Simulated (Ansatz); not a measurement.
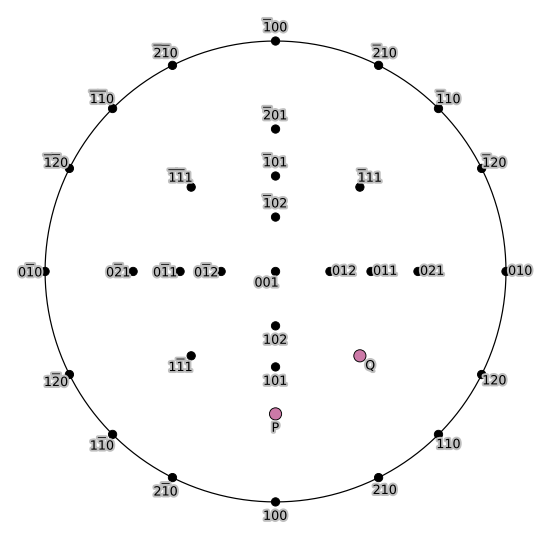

Stereographic projection of plane normals (upper hemisphere) centred on (0 0 1). Crystal: K2Ni, the end point of a relaxation with DFT PBE, scalar-relativistic, plane waves, PAW (Ansatz 0.2.0); the starting structure was generated, so it need not be a known form of this composition. The drawing is computed from the coordinates (standard cell, symmetry found to 0.002 Å).

a = 7.823 Å, b = 7.823 Å, c = 7.823 Å, α = 90.00°, β = 90.00°, γ = 90.00°.

Q: Index the poles marked P, Q.

A: P is (2 0 1), 63.4° from the centre; Q is (1 1 1), 54.7° from the centre.

Q: What is the angle between the normals of (2 −1 0) and (1 0 2), and what are their d_hkl = 1/|g|?

A: 66.4°; d = 3.499 Å and 3.499 Å.
